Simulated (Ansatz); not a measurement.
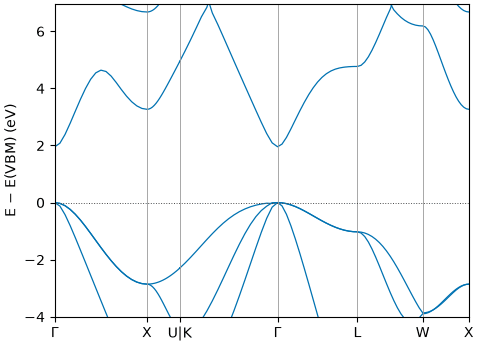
Band structure from the program Ansatz at the LDA level (PAW)

**Question.** Read off the gap and where the band edges lie.

**Answer.** About 2.0 eV (1.96 eV by a search for the band edges); maximum at Γ, minimum at Γ.

**Question.** Which compound is it?
A. MgS, zinc blende
B. KI, rock salt
C. GaN, zinc blende
D. AgI, zinc blende

**Answer.** C, GaN, zinc blende

Space group F-43m (zinc blende). The LDA relaxation kept the symmetry of its start; phonons on a q-mesh show no instability. Scalar-relativistic: spin–orbit coupling is off unless named, which matters more the heavier the elements.

Potentials: the later of the program's two PAW sets.
